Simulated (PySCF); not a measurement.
Zn(OH)2, H2O2Zn, SMILES [Zn]([OH])[OH] at its CAM-B3LYP/def2-SVP optimised geometry (Å):

```
5

Zn     0.0177     0.1926     0.0000
O     -1.7344     0.3337     0.0000
H     -2.1907    -0.1587     0.6910
O      1.7754     0.1926     0.0000
H      2.1907    -0.3337    -0.6919
```

Calculation: CAM-B3LYP/def2-TZVP in PySCF.

Map of the deformation density (molecule minus spherical neutral atoms) (e/bohr³) on the plane z = 0.8 Å:

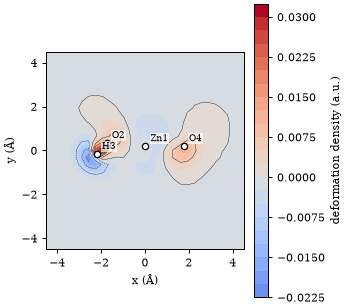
Fig. 1. Deformation density (molecule minus spherical neutral atoms) (e/bohr³) on the plane z = 0.8 Å.
